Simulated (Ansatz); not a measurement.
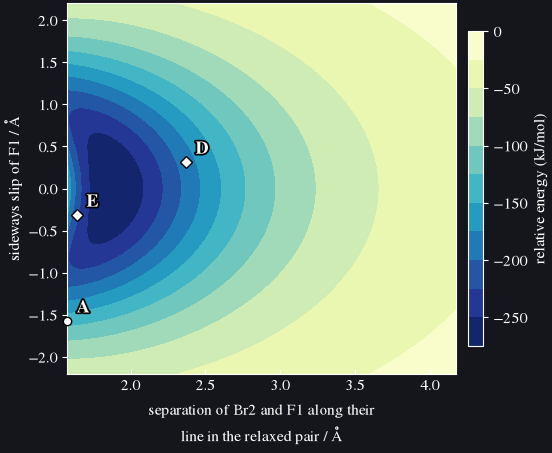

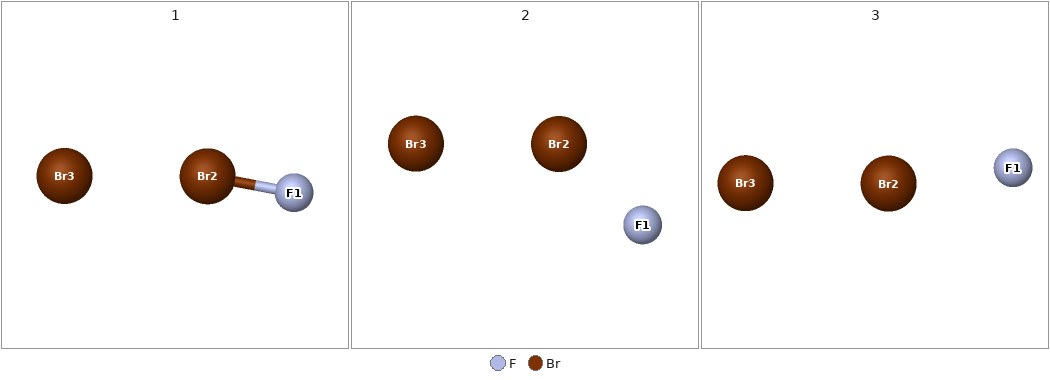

The pair BrF···Br, charge −1. The first coordinate is: separation of Br2 and F1 along their line in the relaxed pair; the second: sideways slip of F1. Nothing is relaxed (both partners rigid). The scan uses a 15 × 15 grid; 120 points were computed and 105 follow by symmetry. Points are written as (first, second). Energies are in kJ/mol, from the ion and the molecule far apart, frozen as in the relaxed pair, each in its own basis (no counterpoise correction). The calculation used RHF/def2-SVPD (Ansatz 0.2.0).

Drawn: filled contours, lettered points. Between grid points the surface is interpolated. The numbered pictures are the structures at these points, in random order.

Question: Which structure belongs to which point?

Answer: A is structure 2: (1.575 Å, −1.571 Å), −136 kJ/mol; D is structure 3: (2.369 Å, 0.314 Å), −188 kJ/mol; E is structure 1: (1.640 Å, −0.314 Å), −220 kJ/mol.
